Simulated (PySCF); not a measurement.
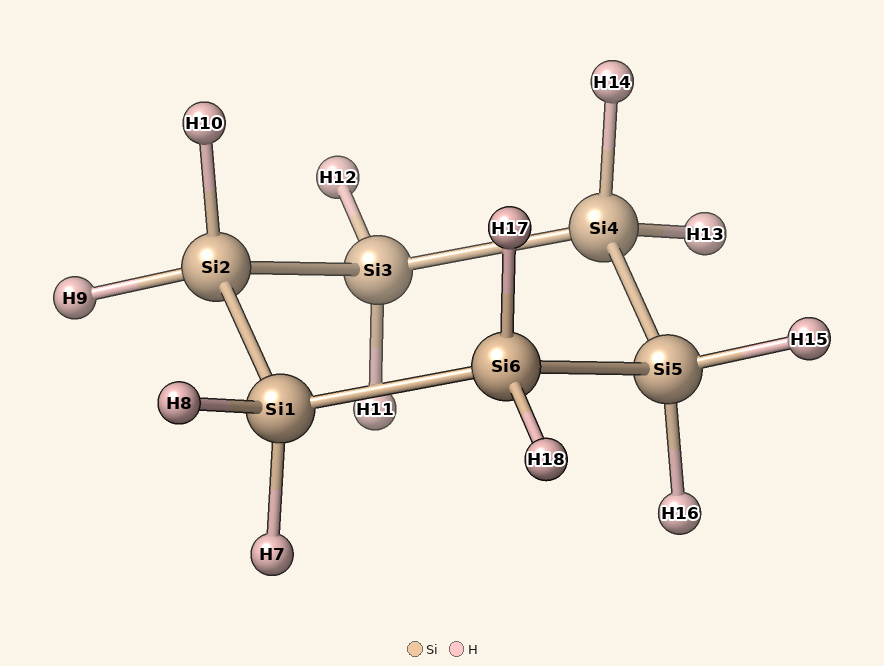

Depth is shown by fading: the farther an atom, the more it takes the colour of the background. The computed structure is the end point of a GFN2-xTB optimisation. No frequency run is at hand to confirm it as a minimum.

How is the 6-membered ring Si1–Si2–Si3–Si4–Si5–Si6 puckered?

It is a chair (Cremer–Pople θ = 0°, folded into 0 to 90°). The Cremer–Pople amplitude Q is 0.79 Å.

Give the torsion angles round the ring, beginning with the bond from its second to its third atom.

−51°, 51°, −51°, 51°, −51°, 51°.
